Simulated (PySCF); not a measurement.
Ge(H)2(OMe)(OEt), C3H10GeO2, SMILES [O]([GeH2][O]CC)C, singlet at its GFN2-xTB optimised geometry (Å):

```
16

Ge    -0.3835     0.6058     0.0000
O      1.3538     0.6058     0.0000
C      2.2079     0.9708     1.0622
O     -0.6258    -0.1850    -1.5204
C     -1.8128    -0.3224    -2.2714
C     -2.9004    -1.0866    -1.5315
H     -0.9556     2.0126     0.0000
H     -0.9077    -0.2013     1.1728
H      1.9330     0.4747     1.9965
H      2.1988     2.0511     1.2262
H      3.2158     0.6629     0.7803
H     -2.1923     0.6633    -2.5662
H     -1.5245    -0.8653    -3.1779
H     -2.5185    -2.0511    -1.2067
H     -3.7563    -1.2413    -2.1832
H     -3.2158    -0.5227    -0.6543
```

Calculation: PBE0/def2-TZVP in PySCF. Cells within 0.4 Å of a nucleus heavier than hydrogen are left out (blank, or x).

Map of the electrostatic potential (hartree/e), clipped to [-0.08, 0.12] on the plane z = 1.2 Å:

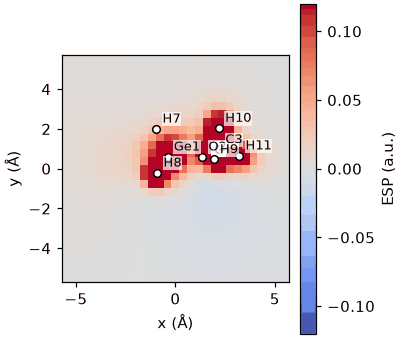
Figure: Electrostatic potential (hartree/e), clipped to [-0.08, 0.12] on the plane z = 1.2 Å.
